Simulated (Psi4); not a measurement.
# Geometry relaxation of CHF₂O

System: CHF₂O, multiplicity 2, SMILES [O]C(F)F.
Method: HF/aug-cc-pVDZ, UHF (Psi4 1.11).

The atoms were displaced at random from an optimised geometry.

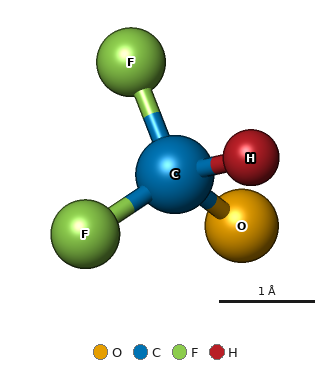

Fig. 1: The input geometry (ball-and-stick view, seen at a tilt). Bond lengths as drawn: C–F 1.26 to 1.32 Å, C–H 1.10 Å and C–O 1.30 Å.

Input (chf2o_ase.py)
```python
import numpy as np
from ase.calculators.psi4 import Psi4
from ase import Atoms
from ase.optimize import LBFGS

mol = Atoms(['O', 'C', 'F', 'F', 'H'], positions=[
    [-0.453592, -0.359870, 1.150665],
    [-0.056343, -0.005441, -0.030999],
    [1.022767, -0.680677, -0.388171],
    [-0.850088, 0.001004, -1.006412],
    [0.260901, 1.026581, 0.194061],
])
calc = Psi4(atoms=mol, method='scf', basis='aug-cc-pVDZ', memory='1600MB', num_threads=1, charge=0, multiplicity=2, label='psi4-calc', reference='uhf')
mol.calc = calc

opt = LBFGS(mol)
done = opt.run(fmax=0.01, steps=40)
print('converged:', done)
for s, p in zip(mol.symbols, mol.positions):
    print(f'{s:2s} {p[0]:12.6f} {p[1]:12.6f} {p[2]:12.6f}')
```

Launch command:
```bash
python chf2o_ase.py
```

Log
```
gradient() will perform analytic gradient computation.

   => Loading Basis Set <=

    Name: AUG-CC-PVDZ
    Role: ORBITAL
    Keyword: BASIS

         ---------------------------------------------------------
                                   SCF
                              UHF Reference
                        1 Threads,   1525 MiB Core
         ---------------------------------------------------------

  ==> Geometry <==

    Molecular point group: c1
    Full point group: C1

    Geometry (in Angstrom), charge = 0, multiplicity = 2:

       Center              X                  Y                   Z               Mass
    ------------   -----------------  -----------------  -----------------  -----------------
         O           -0.437997954313    -0.139085006384     1.266474998736    15.994914619570
         C            0.075515460884     0.319297315844     0.109610899403    12.000000000000
         F            1.121846803594    -0.411497734279    -0.275035079516    18.998403162730
         F           -0.820799098766     0.255227383349    -0.875238423171    18.998403162730
         H            0.377177260431     1.351397412878     0.278688737673     1.007825032230

  Running in c1 symmetry.

  Rotational constants: A =      0.36494  B =      0.35511  C =      0.19669 [cm^-1]
  Rotational constants: A =  10940.76394  B =  10645.85519  C =   5896.49220 [MHz]
  Nuclear repulsion =  126.097153661193900

  Charge       = 0
  Multiplicity = 2
  Electrons    = 33
  Nalpha       = 17
  Nbeta        = 16

  ==> Algorithm <==

  SCF Algorithm Type is DF.
  DIIS enabled.
  MOM disabled.
  Fractional occupation disabled.
  Guess Type is SAD.
  Energy threshold   = 1.00e-08
  Density threshold  = 1.00e-08
  Integral threshold = 1.00e-12

  ==> Primary Basis <==

  Basis Set: AUG-CC-PVDZ
    Blend: AUG-CC-PVDZ
    Number of shells: 41
    Number of basis functions: 101
    Number of Cartesian functions: 109
    Spherical Harmonics?: true
    Max angular momentum: 2

   => Loading Basis Set <=

    Name: (AUG-CC-PVDZ AUX)
    Role: JKFIT
    Keyword: DF_BASIS_SCF

  ==> Integral Setup <==

  DFHelper Memory: AOs need 0.031 GiB; user supplied 1.118 GiB.
  SCF_SUBTYPE=INCORE selected. In-core MEM_DF algorithm will be used.
  Using in-core AOs.

  ==> MemDFJK: Density-Fitted J/K Matrices <==

    J tasked:                   Yes
    K tasked:                   Yes
    wK tasked:                   No
    Memory [MiB]:              1144
    Algorithm:                 Core
    Schwarz Cutoff:           1E-12
    Mask sparsity (%):       0.0000
    Fitting Condition:        1E-10

   => Auxiliary Basis Set <=

  Basis Set: (AUG-CC-PVDZ AUX)
    Blend: AUG-CC-PVDZ-JKFIT
    Number of shells: 124
    Number of basis functions: 376
    Number of Cartesian functions: 439
    Spherical Harmonics?: true
    Max angular momentum: 3

  Minimum eigenvalue in the overlap matrix is 6.8569829352E-04.
  Reciprocal condition number of the overlap matrix is 8.9095422070E-05.
    Using symmetric orthogonalization.

  ==> Pre-Iterations <==

  SCF Guess: Superposition of Atomic Densities via on-the-fly atomic UHF (no occupation information).

   -------------------------
    Irrep   Nso     Nmo
   -------------------------
     A        101     101
   -------------------------
    Total     101     101
   -------------------------

  ==> Iterations <==

                           Total Energy        Delta E     RMS |[F,P]|

   @DF-UHF iter SAD:  -311.35588345583955   -3.11356e+02   0.00000e+00
   @DF-UHF iter   1:  -311.98003004313466   -6.24147e-01   5.32839e-03 ADIIS/DIIS
   @DF-UHF iter   2:  -312.09968058972453   -1.19651e-01   3.99282e-03 ADIIS/DIIS
   @DF-UHF iter   3:  -312.16636527013799   -6.66847e-02   8.97054e-04 ADIIS/DIIS
   @DF-UHF iter   4:  -312.18318652607559   -1.68213e-02   3.90391e-04 ADIIS/DIIS
   @DF-UHF iter   5:  -312.18705262959531   -3.86610e-03   1.89707e-04 ADIIS/DIIS
   @DF-UHF iter   6:  -312.18791478323965   -8.62154e-04   1.27046e-04 ADIIS/DIIS
   @DF-UHF iter   7:  -312.18831631875298   -4.01536e-04   7.42829e-05 DIIS
   @DF-UHF iter   8:  -312.18850917028601   -1.92852e-04   3.95498e-05 DIIS
   @DF-UHF iter   9:  -312.18857715262493   -6.79823e-05   1.49359e-05 DIIS
   @DF-UHF iter  10:  -312.18858441507808   -7.26245e-06   4.42422e-06 DIIS
   @DF-UHF iter  11:  -312.18858477828877   -3.63211e-07   1.56798e-06 DIIS
   @DF-UHF iter  12:  -312.18858481849327   -4.02045e-08   7.00009e-07 DIIS
   @DF-UHF iter  13:  -312.18858482628781   -7.79454e-09   3.20789e-07 DIIS
   @DF-UHF iter  14:  -312.18858482871178   -2.42397e-09   1.51772e-07 DIIS
   @DF-UHF iter  15:  -312.18858482953448   -8.22695e-10   1.35821e-07 DIIS
   @DF-UHF iter  16:  -312.18858483024133   -7.06848e-10   1.31717e-07 DIIS
   @DF-UHF iter  17:  -312.18858483134329   -1.10197e-09   1.26117e-07 DIIS
   @DF-UHF iter  18:  -312.18858483475981   -3.41652e-09   1.11691e-07 DIIS
   @DF-UHF iter  19:  -312.18858484132863   -6.56883e-09   7.42445e-08 DIIS
   @DF-UHF iter  20:  -312.18858484485338   -3.52475e-09   3.25506e-08 DIIS
   @DF-UHF iter  21:  -312.18858484515238   -2.98996e-10   1.75230e-08 DIIS
   @DF-UHF iter  22:  -312.18858484518319   -3.08091e-11   9.21432e-09 DIIS
  Energy and wave function converged.

  ==> Post-Iterations <==

   @Spin Contamination Metric:   7.542061773E-03
   @S^2 Expected:                7.500000000E-01
   @S^2 Observed:                7.575420618E-01
   @S   Expected:                5.000000000E-01
   @S   Observed:                5.000000000E-01

    Orbital Energies [Eh]
    ---------------------

    Alpha Occupied:

       1A    -26.350642     2A    -26.350595     3A    -20.693067
       4A    -11.488601     5A     -1.718865     6A     -1.641254
       7A     -1.477554     8A     -0.970835     9A     -0.850767
      10A     -0.814351    11A     -0.793830    12A     -0.710856
      13A     -0.697183    14A     -0.658004    15A     -0.655407
      16A     -0.592302    17A     -0.586030

    Alpha Virtual:

      18A      0.033896    19A      0.085820    20A      0.088528
      21A      0.088649    22A      0.157031    23A      0.200506
      24A      0.218264    25A      0.226899    26A      0.241470
      27A      0.256567    28A      0.306232    29A      0.313302
      30A      0.315011    31A      0.325890    32A      0.329660
      33A      0.349387    34A      0.357430    35A      0.415542
      36A      0.478398    37A      0.489221    38A      0.512022
      39A      0.522790    40A      0.527594    41A      0.579398
      42A      0.596272    43A      0.659054    44A      0.673762
      45A      0.740092    46A      0.740676    47A      0.827055
      48A      0.863035    49A      0.930414    50A      1.014980
      51A      1.105144    52A      1.127794    53A      1.171484
      54A      1.182782    55A      1.328241    56A      1.400847
      57A      1.409373    58A      1.462016    59A      1.482903
      60A      1.483996    61A      1.493191    62A      1.533310
      63A      1.589590    64A      1.673502    65A      1.702026
      66A      1.772398    67A      1.772931    68A      1.773703
      69A      1.793678    70A      1.816632    71A      1.893738
      72A      1.933897    73A      2.056606    74A      2.121336
      75A      2.228249    76A      2.250208    77A      2.278676
      78A      2.390031    79A      2.493645    80A      2.549800
      81A      2.650852    82A      2.664498    83A      2.793536
      84A      2.985253    85A      3.438604    86A      3.553892
      87A      3.583757    88A      3.612998    89A      3.684170
      90A      3.759626    91A      3.840563    92A      4.924091
      93A      4.930095    94A      4.938923    95A      4.957423
      96A      4.982643    97A      5.015977    98A      5.045581
      99A      5.085389   100A      5.087691   101A      5.216175

    Beta Occupied:

       1A    -26.350111     2A    -26.350071     3A    -20.652504
       4A    -11.491307     5A     -1.714479     6A     -1.639356
       7A     -1.344864     8A     -0.949529     9A     -0.821422
      10A     -0.809113    11A     -0.772591    12A     -0.695845
      13A     -0.665073    14A     -0.656359    15A     -0.588023
      16A     -0.548736

    Beta Virtual:

      17A      0.027063    18A      0.037272    19A      0.087110
      20A      0.089102    21A      0.097756    22A      0.158238
      23A      0.201835    24A      0.227438    25A      0.241671
      26A      0.245544    27A      0.261098    28A      0.308960
      29A      0.315687    30A      0.323202    31A      0.329562
      32A      0.336197    33A      0.350906    34A      0.357483
      35A      0.437763    36A      0.484728    37A      0.489717
      38A      0.520976    39A      0.528320    40A      0.532503
      41A      0.583405    42A      0.607571    43A      0.662941
      44A      0.682932    45A      0.746623    46A      0.761615
      47A      0.839157    48A      0.865294    49A      0.934800
      50A      1.027860    51A      1.130969    52A      1.150568
      53A      1.198838    54A      1.209224    55A      1.342046
      56A      1.415843    57A      1.426133    58A      1.469908
      59A      1.483935    60A      1.493322    61A      1.509558
      62A      1.539043    63A      1.590158    64A      1.680889
      65A      1.702567    66A      1.777482    67A      1.781778
      68A      1.792897    69A      1.821984    70A      1.822496
      71A      1.923810    72A      1.934373    73A      2.058461
      74A      2.128964    75A      2.238169    76A      2.255418
      77A      2.278933    78A      2.392718    79A      2.500670
      80A      2.551921    81A      2.652014    82A      2.668962
      83A      2.802537    84A      3.011362    85A      3.443056
      86A      3.603479    87A      3.661220    88A      3.673426
      89A      3.773065    90A      3.777101    91A      3.880925
      92A      4.924196    93A      4.930824    94A      4.938966
      95A      4.957731    96A      4.983262    97A      5.017184
      98A      5.046911    99A      5.087138   100A      5.089095
     101A      5.217487

    Final Occupation by Irrep:
              A
    DOCC [    16 ]
    SOCC [     1 ]
    NA   [    17 ]
    NB   [    16 ]

  @DF-UHF Final Energy:  -312.18858484518319

   => Energetics <=

    Nuclear Repulsion Energy =            126.0971536611939001
    One-Electron Energy =                -683.4719526958540428
    Two-Electron Energy =                 245.1862141894769138
    Total Energy =                       -312.1885848451831862

  UHF NO Occupations:
  HONO-2 :   15  A 1.9992221
  HONO-1 :   16  A 1.9980498
  HONO-0 :   17  A 1.0000000
  LUNO+0 :   18  A 0.0019502
  LUNO+1 :   19  A 0.0007779
  LUNO+2 :   20  A 0.0005074
  LUNO+3 :   21  A 0.0004947

Computation Completed

Properties will be evaluated at   0.000000,   0.000000,   0.000000 [a0]

Properties computed using the SCF density matrix

 Multipole Moments:

 ------------------------------------------------------------------------------------
     Multipole            Electronic (a.u.)      Nuclear  (a.u.)        Total (a.u.)
 ------------------------------------------------------------------------------------

 L = 1.  Multiply by 2.5417464519 to convert [e a0] to [Debye]
 Dipole X            :          0.0989553            0.0674930            0.1664483
 Dipole Y            :         -0.7732197            1.4136438            0.6404241
 Dipole Z            :         -1.1799263            1.3524630            0.1725367
 Magnitude           :                                                    0.6838253

 ------------------------------------------------------------------------------------

	total time  =          2 seconds =       0.03 minutes

         ------------------------------------------------------------
                                   SCF GRAD
         ------------------------------------------------------------

  ==> Geometry <==

    Molecular point group: c1
    Full point group: C1

    Geometry (in Angstrom), charge = 0, multiplicity = 2:

       Center              X                  Y                   Z               Mass
    ------------   -----------------  -----------------  -----------------  -----------------
         O           -0.437997954313    -0.139085006384     1.266474998736    15.994914619570
         C            0.075515460884     0.319297315844     0.109610899403    12.000000000000
         F            1.121846803594    -0.411497734279    -0.275035079516    18.998403162730
         F           -0.820799098766     0.255227383349    -0.875238423171    18.998403162730
         H            0.377177260431     1.351397412878     0.278688737673     1.007825032230

  Nuclear repulsion =  126.097153661193900

  ==> Basis Set <==

  Basis Set: AUG-CC-PVDZ
    Blend: AUG-CC-PVDZ
    Number of shells: 41
    Number of basis functions: 101
    Number of Cartesian functions: 109
    Spherical Harmonics?: true
    Max angular momentum: 2

  ==> DFJKGrad: Density-Fitted SCF Gradients <==

    Gradient:                    1
    J tasked:                  Yes
    K tasked:                  Yes
    wK tasked:                  No
    Integrals threads:           1
    Memory [MiB]:             1144
    Schwarz Cutoff:          1E-12
    Fitting Condition:       1E-10

   => Auxiliary Basis Set <=

  Basis Set: (AUG-CC-PVDZ AUX)
    Blend: AUG-CC-PVDZ-JKFIT
    Number of shells: 124
    Number of basis functions: 376
    Number of Cartesian functions: 439
    Spherical Harmonics?: true
    Max angular momentum: 3

  -Total Gradient:
     Atom            X                  Y                   Z
    ------   -----------------  -----------------  -----------------
       1        0.000125885142    -0.000101641396    -0.000033141185
       2        0.000023339619     0.000123454860     0.000042134385
       3       -0.000114001462    -0.000003982125     0.000135410439
       4       -0.000038229664     0.000009498990    -0.000093991238
       5        0.000003006364    -0.000027330330    -0.000050412400

	total time  =          1 seconds =       0.02 minutes
```

Standard output
```
Step     Time          Energy          fmax
LBFGS:    0 17:56:34    -8494.721803        5.056671
LBFGS:    1 17:56:36    -8494.980851        1.831997
LBFGS:    2 17:56:39    -8495.038010        0.781908
LBFGS:    3 17:56:41    -8495.063571        0.560486
LBFGS:    4 17:56:44    -8495.077935        0.404528
LBFGS:    5 17:56:46    -8495.081807        0.197666
LBFGS:    6 17:56:49    -8495.083049        0.109821
LBFGS:    7 17:56:51    -8495.083844        0.117031
LBFGS:    8 17:56:53    -8495.084065        0.049371
LBFGS:    9 17:56:56    -8495.084095        0.009104
converged: True
O     -0.516417    -0.417833     1.149404
C     -0.002904     0.040549    -0.007461
F      1.043427    -0.690246    -0.392107
F     -0.899219    -0.023521    -0.992310
H      0.298758     1.072649     0.161617
```

Trajectory as extended XYZ (Å, eV, eV/Å), 10 frames, from step=0 to step=9
```
5
Properties=species:S:1:pos:R:3:forces:R:3 step=0 energy=-8494.72187
O    -0.4536   -0.3599    1.1507   -1.7456  -1.2389   1.6385
C    -0.0563   -0.0054   -0.0310    3.9141   2.6935   1.7306
F     1.0228   -0.6807   -0.3882    0.8497  -0.9493  -0.6115
F    -0.8501    0.0010   -1.0064   -3.0326  -0.6597  -2.5030
H     0.2609    1.0266    0.1941    0.0144   0.1544  -0.2546
5
Properties=species:S:1:pos:R:3:forces:R:3 step=1 energy=-8494.98092
O    -0.4738   -0.3738    1.1767   -0.4988  -0.4890  -0.1971
C     0.0044    0.0369   -0.0036   -0.8941  -1.0180  -0.9717
F     1.0397   -0.6904   -0.3943    0.1759  -0.0998  -0.0232
F    -0.8886   -0.0046   -1.0395    0.5897  -0.1095   1.3226
H     0.2659    1.0326    0.1931    0.6274   1.7163  -0.1306
5
Properties=species:S:1:pos:R:3:forces:R:3 step=2 energy=-8495.03808
O    -0.4807   -0.3767    1.1749   -0.3403  -0.3806  -0.4452
C    -0.0004    0.0324   -0.0144   -0.2155   0.3240   0.0484
F     1.0438   -0.6885   -0.3967    0.1000  -0.1432  -0.0565
F    -0.8843   -0.0025   -1.0285    0.1759  -0.2242   0.7281
H     0.2743    1.0571    0.1898    0.2799   0.4240  -0.2748
5
Properties=species:S:1:pos:R:3:forces:R:3 step=3 energy=-8495.06364
O    -0.4895   -0.3832    1.1649   -0.2205  -0.2443  -0.3413
C    -0.0025    0.0422   -0.0169    0.3796   0.2597   0.3203
F     1.0484   -0.6887   -0.4006   -0.1507   0.1127   0.0731
F    -0.8807   -0.0040   -1.0143   -0.1779  -0.1602   0.1888
H     0.2831    1.0751    0.1816    0.1695   0.0321  -0.2410
5
Properties=species:S:1:pos:R:3:forces:R:3 step=4 energy=-8495.07800
O    -0.4985   -0.3916    1.1521   -0.0704  -0.1149  -0.1138
C     0.0056    0.0512   -0.0150    0.2303   0.2378   0.2325
F     1.0500   -0.6852   -0.4024   -0.0455   0.1366   0.0966
F    -0.8804   -0.0070   -1.0023   -0.2109  -0.0441  -0.0558
H     0.2946    1.0912    0.1709    0.0965  -0.2155  -0.1596
5
Properties=species:S:1:pos:R:3:forces:R:3 step=5 energy=-8495.08188
O    -0.5022   -0.3970    1.1458   -0.0077  -0.0413   0.0003
C     0.0108    0.0563   -0.0130    0.0049   0.0434   0.0457
F     1.0512   -0.6823   -0.4019    0.0234   0.1249   0.0849
F    -0.8822   -0.0088   -0.9984   -0.1051   0.0283  -0.0426
H     0.3016    1.0945    0.1643    0.0844  -0.1554  -0.0883
5
Properties=species:S:1:pos:R:3:forces:R:3 step=6 energy=-8495.08312
O    -0.5030   -0.3998    1.1436   -0.0012  -0.0146   0.0363
C     0.0120    0.0573   -0.0125   -0.0793  -0.0444  -0.0327
F     1.0525   -0.6798   -0.4006    0.0523   0.0817   0.0516
F    -0.8837   -0.0093   -0.9979   -0.0409   0.0416  -0.0099
H     0.3056    1.0925    0.1605    0.0691  -0.0644  -0.0452
5
Properties=species:S:1:pos:R:3:forces:R:3 step=7 energy=-8495.08391
O    -0.5033   -0.4024    1.1426   -0.0063   0.0028   0.0377
C     0.0115    0.0567   -0.0129   -0.0804  -0.0668  -0.0527
F     1.0545   -0.6771   -0.3990    0.0486   0.0260   0.0097
F    -0.8854   -0.0094   -0.9982    0.0031   0.0284   0.0130
H     0.3097    1.0892    0.1568    0.0350   0.0096  -0.0077
5
Properties=species:S:1:pos:R:3:forces:R:3 step=8 energy=-8495.08413
O    -0.5034   -0.4033    1.1428   -0.0085   0.0068   0.0153
C     0.0105    0.0556   -0.0135   -0.0297  -0.0320  -0.0231
F     1.0559   -0.6758   -0.3984    0.0221   0.0019  -0.0075
F    -0.8862   -0.0091   -0.9986    0.0081   0.0083   0.0116
H     0.3115    1.0875    0.1554    0.0080   0.0150   0.0036
5
Properties=species:S:1:pos:R:3:forces:R:3 step=9 energy=-8495.08416
O    -0.5035   -0.4033    1.1431   -0.0065   0.0052   0.0017
C     0.0100    0.0551   -0.0138   -0.0012  -0.0063  -0.0022
F     1.0564   -0.6757   -0.3984    0.0059   0.0002  -0.0070
F    -0.8863   -0.0089   -0.9986    0.0020  -0.0005   0.0048
H     0.3117    1.0872    0.1553   -0.0001   0.0014   0.0026
```

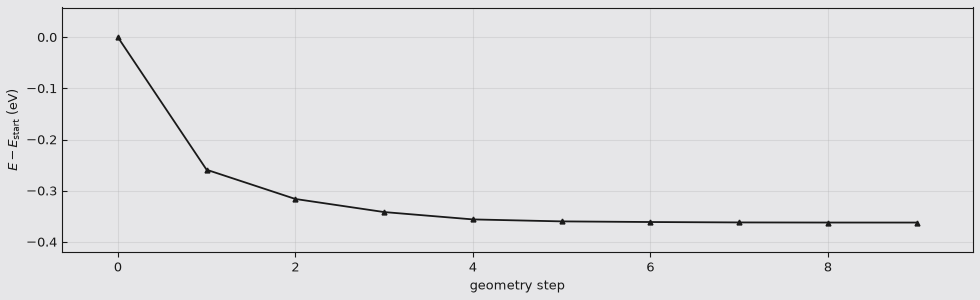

Fig. 2: Progress of the relaxation, step by step (steps are counted from 0).

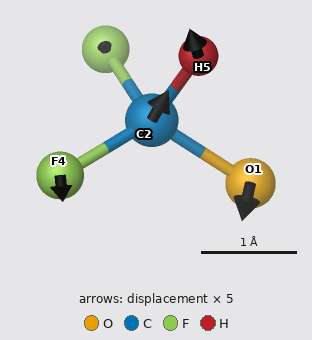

Fig. 3: The starting structure with the displacements as black arrows, magnified 5 times (ball-and-stick view, seen at a tilt). The two geometries are laid on each other by the best rigid fit. After 9 geometry steps the energy has fallen by 0.362 eV. Largest force component: 3.9 eV/Å at the start, 0.007 eV/Å at the end. O1 moves most after the best rigid fit: 0.085 Å. Largest moves by element: O 0.085 Å, C 0.074 Å, H 0.068 Å, F 0.057 Å. Distances before and after: C2–F4 1.258 → 1.333 Å, O1–C2 1.296 → 1.346 Å, C2–H5 1.103 → 1.088 Å, C2–F3 1.322 → 1.333 Å. Among the angles that change: O1–C2–F4 121.0° → 111.2°, O1–C2–H5 99.1° → 107.2°, F3–C2–H5 107.4° → 110.3°. (Atoms are counted from 1 in the order of the input.)

Results in brief

```json
{"quantity": "outcome", "value": "converged"}
{"quantity": "total energy", "value": "−312.188585 hartree"}
{"quantity": "basis functions", "value": "101"}
{"quantity": "⟨S²⟩", "value": "0.758"}
{"quantity": "dipole moment", "value": "1.74 D"}
{"quantity": "hardware", "value": "1 thread of Intel Xeon @ 2.50GHz (Skylake/Cascade Lake), 192 GiB of memory available, shared host"}
{"quantity": "wall time", "value": "28 s"}
{"quantity": "peak memory", "value": "0.28 GiB"}
```
